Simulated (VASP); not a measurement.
Band structure of EuO (rock salt). Level of theory: PBEsol GGA with spin-orbit coupling, VASP's PBE PAW potentials (set 64) (plane waves; VASP).

The 4f electrons are frozen in the core of the lanthanide potential, so 4f levels, which can set the real gap, and their magnetism are missing.

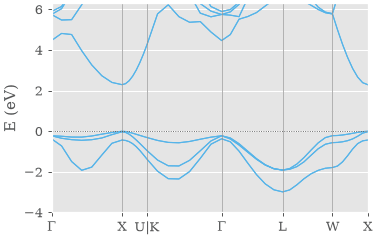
Figure: Bands along high-symmetry lines, zero at the valence-band maximum or, without a gap, the Fermi level

**Question.** Read the plot: is there a gap, and where are the band edges?

**Answer.** The gap is direct, 2.29 eV, from the valence maximum at X to the conduction minimum at X.

The compound is EuO in the rock salt structure. It was relaxed first, which changed the volume by -13 %.
